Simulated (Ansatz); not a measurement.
**Two runs on CH5FO2Ti**

System: CH5FO2Ti, SMILES [CH3][Ti]([OH])([OH])[F].
Method of run A: RKS PBE0-D4/def2-TZVPP (Ansatz 0.2.0).

The geometry comes from this level: PBE0-D4/def2-TZVP. Text and figures count atoms from 1; the logs count them from 0 in places.

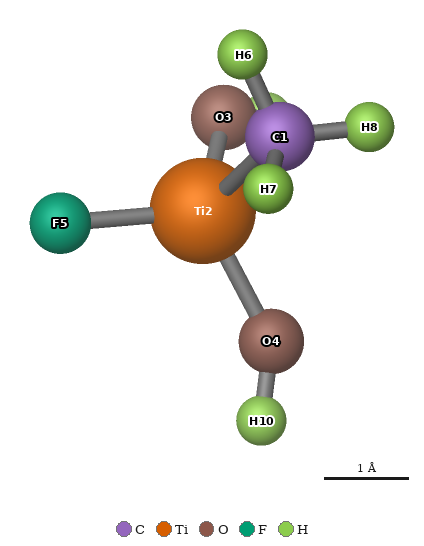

The structure as given in the input (ball-and-stick view, seen at an oblique angle; atoms are numbered from 1 in the order of the input). Sticks mark near contacts.

**The input, run A**
```yaml
crystal:
  periodic: [false, false, false]
  atoms:
    - {symbol: C, position_ang: [-1.346000, -0.108256, -0.562884]}
    - {symbol: Ti, position_ang: [0.436704, 0.347194, 0.361551]}
    - {symbol: O, position_ang: [0.538612, -0.751331, 1.766487]}
    - {symbol: O, position_ang: [1.695259, 0.038833, -0.856402]}
    - {symbol: F, position_ang: [0.309387, 2.042057, 0.841564]}
    - {symbol: H, position_ang: [-2.163219, 0.037204, 0.149573]}
    - {symbol: H, position_ang: [-1.488793, 0.551477, -1.423625]}
    - {symbol: H, position_ang: [-1.339137, -1.147941, -0.900367]}
    - {symbol: H, position_ang: [1.065492, -1.510684, 2.014860]}
    - {symbol: H, position_ang: [2.374897, 0.450146, -1.387855]}
basis:
  gaussian: {orbitals: def2-TZVPP}
hamiltonian: {xc: pbe0, dispersion: d4}
output: {orbitals: {seedname: orbitals}}
```

Hardware: 4 CPU threads, shared host.

**Output (run A)**
```
Functional definition: PBE0
  parameter a = 0.25
  parameter kappa = 0.804
  parameter beta = 0.06672455060314922
  exchange = (1 - a)*pbe_x(kappa = kappa, mu = beta*pi^2/3) + a*exact_x
  correlation = pbe_c(beta = beta)
1445 factors; their error is unknown
mean field evaluation 1: about -31021.5882 eV, gradient 1.0e2 eV
mean field evaluation 2: about -30781.0139 eV, gradient 4.4e2 eV
mean field evaluation 4: about -31038.5193 eV, gradient 2.3e1 eV
mean field evaluation 8: about -31039.4853 eV, gradient 3.0e-1 eV
mean field evaluation 16: about -31039.6221 eV, gradient 2.1e-3 eV
mean field -31039.62205423 eV, -1140.6850710815 hartree, gradient 5.0e-5 eV, S^2 0.000000; 0 other end points of the search recorded, 0 dependent functions left out
reference -31039.62209442 eV, -1140.6850725583 hartree; 29, 29 occupied and 229, 229 virtual orbitals, 1445 factors
Total energy: -31039.78002410 eV, -1140.6908763672 hartree
```

The input of run B differs as follows (lines with − go, lines with + come):
```diff
-  gaussian: {orbitals: def2-TZVPP}
+  gaussian: {orbitals: def2-SVP}
```

Predict how the results change.

The total energy of run B is 298.2 kcal/mol higher, which measures the change of basis and not a stability. The HOMO goes from −7.93 to −7.82 eV. The LUMO goes from −1.46 to −1.36 eV. The basis functions go from 258 to 112.

**Output (run B)**
```
Functional definition: PBE0
  parameter a = 0.25
  parameter kappa = 0.804
  parameter beta = 0.06672455060314922
  exchange = (1 - a)*pbe_x(kappa = kappa, mu = beta*pi^2/3) + a*exact_x
  correlation = pbe_c(beta = beta)
1337 factors; their error is unknown
mean field evaluation 1: about -31009.5765 eV, gradient 9.3e1 eV
mean field evaluation 2: about -30701.2476 eV, gradient 4.2e2 eV
mean field evaluation 4: about -31025.5653 eV, gradient 2.3e1 eV
mean field evaluation 8: about -31026.6110 eV, gradient 1.5e-1 eV
mean field evaluation 16: about -31026.6911 eV, gradient 1.8e-4 eV
mean field -31026.69110685 eV, -1140.2098675301 hartree, gradient 4.0e-5 eV, S^2 0.000000; 0 other end points of the search recorded, 0 dependent functions left out
reference -31026.69118542 eV, -1140.2098704174 hartree; 29, 29 occupied and 83, 83 virtual orbitals, 1337 factors
Total energy: -31026.84911510 eV, -1140.2156742263 hartree
```

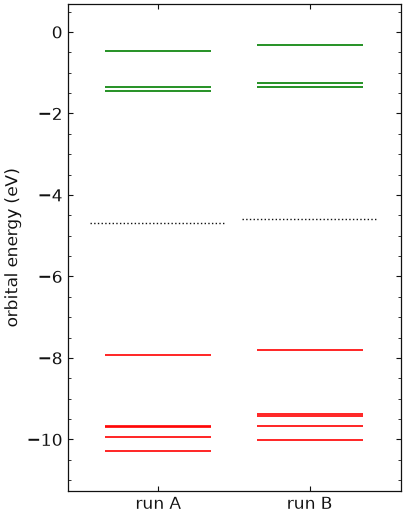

The five highest filled and three lowest empty orbital energies of the two runs; the dotted lines part filled from empty levels. The HOMO–LUMO gap is 6.47 eV in run A and 6.46 eV in run B.

**The two runs side by side**

```csv
quantity,run A,run B
outcome,converged,converged
total energy (hartree),−1140.690876,−1140.215674
HOMO (eV),−7.93,−7.82
LUMO (eV),−1.46,−1.36
basis functions,258,112
wall time (shared host),3.2 s,1.2 s
```
